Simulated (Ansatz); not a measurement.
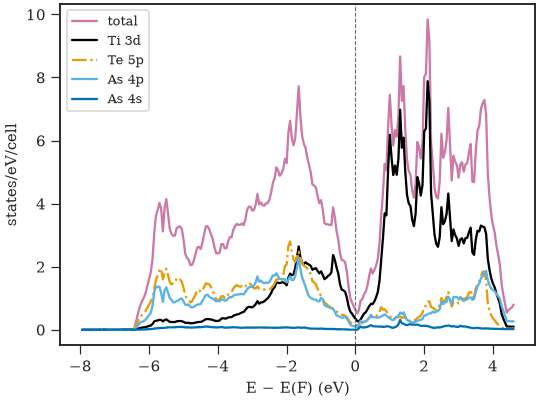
Fig. 1. Total and projected density of states of TiTeAs in space group Immm (No. 71; Ti on 4j, As on 4g, Te on 4i), r²SCAN in the plane-wave PAW code Ansatz

Question: Which orbitals carry the states next to the Fermi level?

Answer: Within 0.5 eV of the Fermi level: Ti 3d 52 %, Te 5p 22 %, As 4p 20 %. Projections are on Löwdin-orthogonalised atomic valence shells; empty p or d shells of many metals are not among them.

Question: Where is the tallest occupied peak in this window, and what makes it?

Answer: Near -1.6 eV, about 7.7 states/eV per cell; the largest projected share is Ti 3d.

The workflow started from an entry of the Crystallography Open Database (COD, 153 K). Its standing as an ambient phase is unchecked. Symmetry was held in the r²SCAN relaxation; whether a distortion lowers the energy is not shown. The run is not spin-polarised. Scalar-relativistic: spin–orbit coupling is off unless named, which matters more the heavier the elements.

Potentials: the later of the program's two PAW sets.
